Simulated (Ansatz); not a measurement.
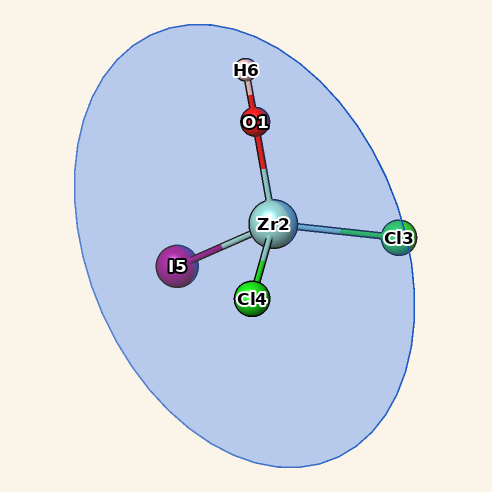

A disc through the centre of mass is drawn in. Depth is shown by fading: the farther an atom, the more it takes the colour of the background. The species is neutral and a spin singlet. Computed geometry: PBE0-D4/def2-TZVP optimisation.

### Is the plane of the disc a mirror plane of the structure?

Yes. The reflection leaves O1, Zr2, I5, H6 in place and moves Cl3 ↔ Cl4. The point group is Cs.
